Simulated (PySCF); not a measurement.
Zn(F)(Cl), ClFZn, SMILES [F][Zn][Cl], PBE0/def2-SVP optimised geometry. Atoms within 1.6 Å of the plane z = 0.0 Å (x, y, z in Å): Zn1 (0.18, 0.00, 0.00), F2 (1.91, 0.00, 0.00), Cl3 (-1.91, 0.00, 0.01).

Level of theory: PBE0/def2-TZVP (PySCF). Cells within 0.4 Å of a nucleus heavier than hydrogen are left out (blank, or x).

Map of the deformation density (molecule minus spherical neutral atoms) (e/bohr³) on the plane z = 0.0 Å:

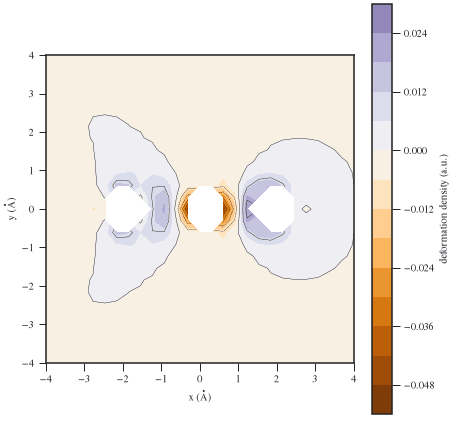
Fig. 1. Deformation density (molecule minus spherical neutral atoms) (e/bohr³) on the plane z = 0.0 Å.
